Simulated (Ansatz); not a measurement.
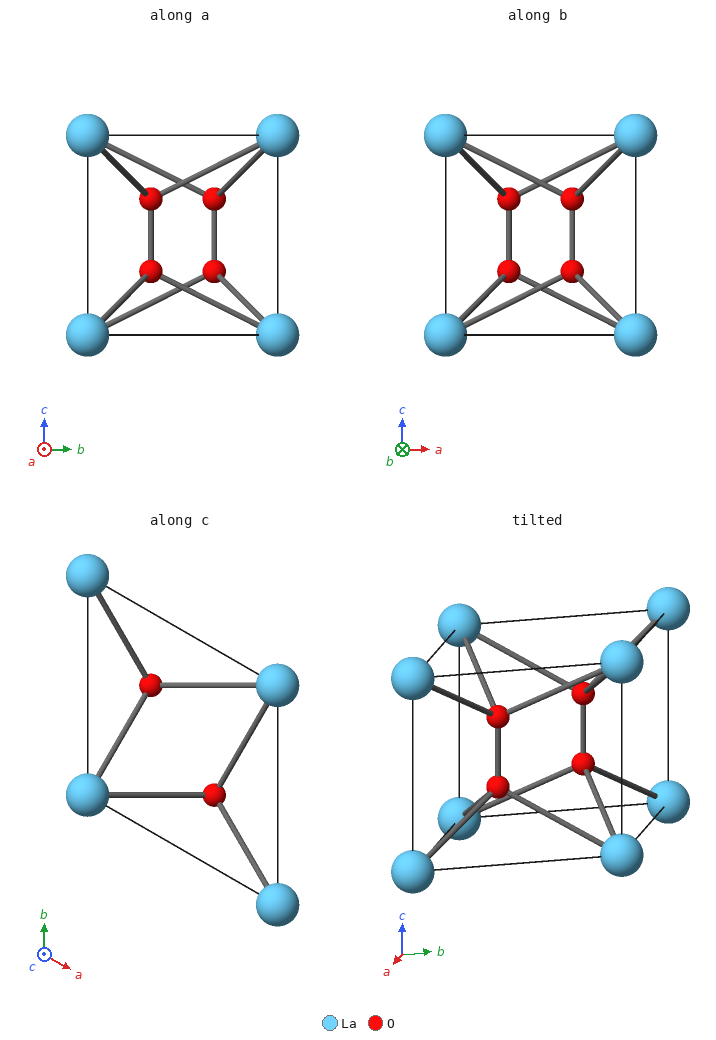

This ball-and-stick model is shown along the a axis, along the b axis, along the c axis and slightly off an axis. The parallelepiped is the conventional unit cell.

Lattice parameters: a = 4.2267 Å, b = 4.2267 Å, c = 3.8440 Å, α = 90.000°, β = 90.000°, γ = 120.000°.

Q: From the views, write a CIF in P1 with every atom of the cell, with free fractional coordinates to two decimals.

A:
```cif
data_structure
_symmetry_space_group_name_H-M 'P 1'
_symmetry_Int_Tables_number 1
_cell_length_a 4.2267
_cell_length_b 4.2267
_cell_length_c 3.8440
_cell_angle_alpha 90.000
_cell_angle_beta 90.000
_cell_angle_gamma 120.000
_cell_volume 59.47
loop_
_atom_site_label
_atom_site_type_symbol
_atom_site_fract_x
_atom_site_fract_y
_atom_site_fract_z
_atom_site_occupancy
La1 La 0.00 0.00 0.00 1
O1 O 0.3333 0.6667 0.68 1
O2 O 0.3333 0.6667 0.32 1
O3 O 0.6667 0.3333 0.32 1
O4 O 0.6667 0.3333 0.68 1
```

The model was built from a random cell made by a generator, so it need not be a real form of the compound. The final geometry of a relaxation with DFT PBE, scalar-relativistic, plane waves, PAW in Ansatz 0.2.0 is shown.
